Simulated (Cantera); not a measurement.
Feed: 1 mol SiO2, a varied amount of NF3, equilibrated at 1200 °C and 0.000230 bar.

Method: chemical equilibrium by Gibbs-energy minimisation in Cantera with the NASA 1993 tables (ideal gas, pure condensed phases). Candidate condensed phases: Si, SiO2, Si2N2O, Si3N4; 28 gas species. The tables hold silica as quartz up to 1696 K and as liquid above; real silica turns to tridymite and cristobalite and melts near 1996 K. Equilibrium is a limit: real reactors are often held back by kinetics, nucleation or transport.

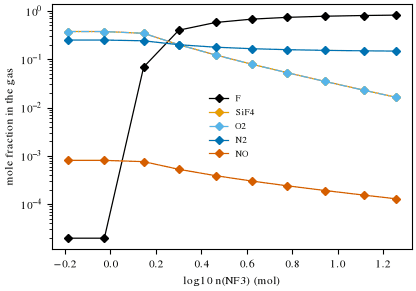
Figure: Equilibrium gas composition (values under 1e-9 drawn at 1e-9)

### Question
Read off the mole fractions at 6 mol NF3.

### Answer
F about 0.74, N2 about 0.16, SiF4 about 0.053, O2 about 0.052, NO about 0.00024.
